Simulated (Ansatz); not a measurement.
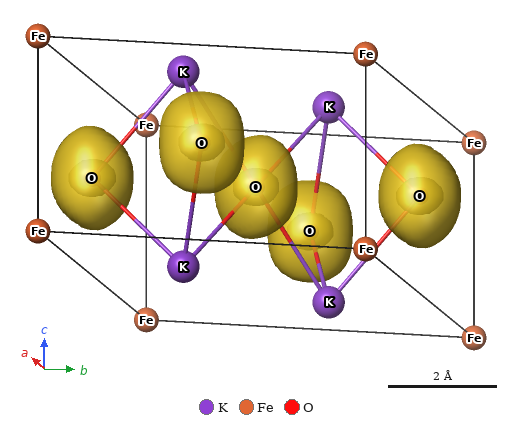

The picture shows: K2FeO3. Isosurface of the electron localisation function at 0.75 (yellow), seen at an oblique angle. Core shells and regions of very low density are left out. Sticks mark near contacts.

Space group P6/mmm; a structure generated by program, which may or may not match a known phase; spin-polarised.

Theory: DFT PBE, scalar-relativistic, plane waves, PAW in Ansatz.

In a PAW calculation such maps are meaningful between the atoms, not at the nuclei.

Input file:

```
crystal:
  lattice:
    - [6.1935987188, 3.2e-09, 0.0]
    - [-3.0967993621, 5.3638138297, 0.0]
    - [0.0, 0.0, 3.7737137358]
  atoms:
    - { symbol: K, position: [0.6666666667, 0.3333333333, 0.0] }
    - { symbol: K, position: [0.3333333333, 0.6666666667, 0.0] }
    - { symbol: Fe, position: [0.0, 0.0, 0.0], spin: 4.04 }
    - { symbol: O, position: [0.0, 0.5, 0.5], spin: -1.06 }
    - { symbol: O, position: [0.5, 0.0, 0.5], spin: -1.06 }
    - { symbol: O, position: [0.5, 0.5, 0.5], spin: -1.06 }
basis:
  ecutwfc: 420
kpoints:
  mp_grid: { grid: [6, 6, 10] }
hamiltonian:
  xc: pbe
scf:
  occupations: { method: gaussian, width: 0.1 }
output:
  forces: true
  stress: true
  eigenvalues: true
  populations: true
  write_density: true
  write_potential: true
  elf: true
  volumetric_format: npy
magnetization:
  spin_polarized: true
relax:
  adjacent_minimum: "off"
  f_tol: 0.01
  max_steps: 80
  cell: { stress_tol: 0.05 }
```

Command:

```sh
ansatz run input.yaml --threads 1 --pin off --max-ram 2560MiB --backend cpu --events-out ev --progress --plain --runs-dir out
```

Below, planes, directions and counts refer to the conventional cell (a = 6.19 Å, b = 6.19 Å, c = 3.77 Å, α = 90.00°, β = 90.00°, γ = 120.00°).

The fields are those of the run's last geometry, not of the input's.

### Describe the localisation domains.

At this value the surface marks out three regions wrapped around O (the valence shell of each), counted in one cell of 6 atoms. Any copies at cell faces, edges or corners count once.

Values along the shortest contacts:
K–O (2.60 Å): the ELF is about 0.05 at the midpoint: no shared electron pair shows on this line. K–Fe (3.58 Å): the ELF is about 0 at the midpoint; no localised pair shows between them.
